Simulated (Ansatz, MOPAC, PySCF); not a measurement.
AlH3 (SMILES [AlH3]) and H2S (SMILES S) are pulled apart as rigid monomers along the line of their centres of mass, from the B3LYP-D3(BJ)/def2-TZVP minimum. Starting geometry (charge 0, multiplicity 1):
```xyz
7

Al    -0.25202    -0.12635     0.49226
H     -1.00169    -1.49315     0.80040
H     -1.11701     1.19677     0.33868
H      1.19678    -0.18373    -0.15600
S      0.57769     0.40835     2.87179
H      1.08352    -0.80034     3.17395
H     -0.56925     0.17253     3.53285
```

Interaction energies with rigid monomers; basis-set methods are counterpoise corrected unless marked otherwise.

Frozen-core correlation. Rows in 6-31G*, STO-3G carry no dispersion term and start afresh at each structure (6-31G* with six Cartesian d functions). The state reached by AM1 isn't checked.

Programs: Ansatz (an electronic-structure program) with Gaussian orbitals; MOPAC for AM1 (differences of heats of formation); PySCF for 6-31G* rows, STO-3G rows, the dispersion terms. Each number belongs to the level named beside it.

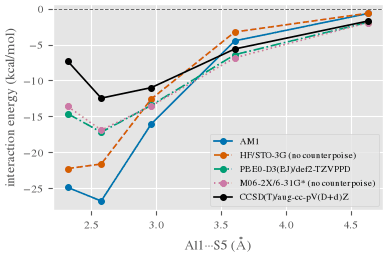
Interaction energy against separation

Problem. Which level binds most strongly at Al1···S5 = 2.58, and by how much?

Solution. AM1, -26.8 kcal/mol.
